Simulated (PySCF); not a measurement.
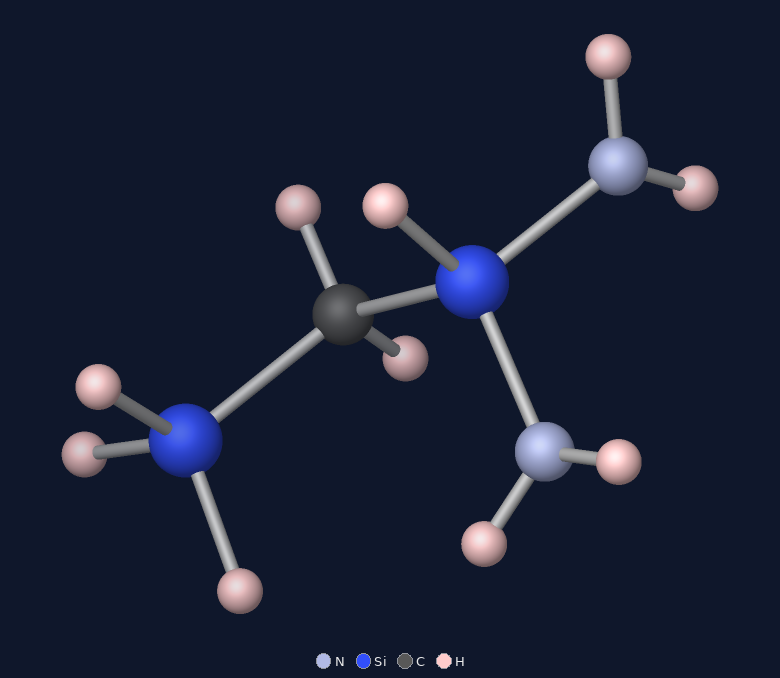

The geometry was computed by an optimisation with PBE0-D3(BJ)/def2-SVP. No frequency run is at hand to confirm it as a minimum.

Draw it as a skeletal formula.

SMILES: N[SiH](N)C[SiH3]

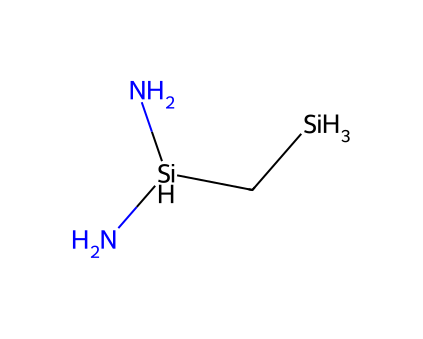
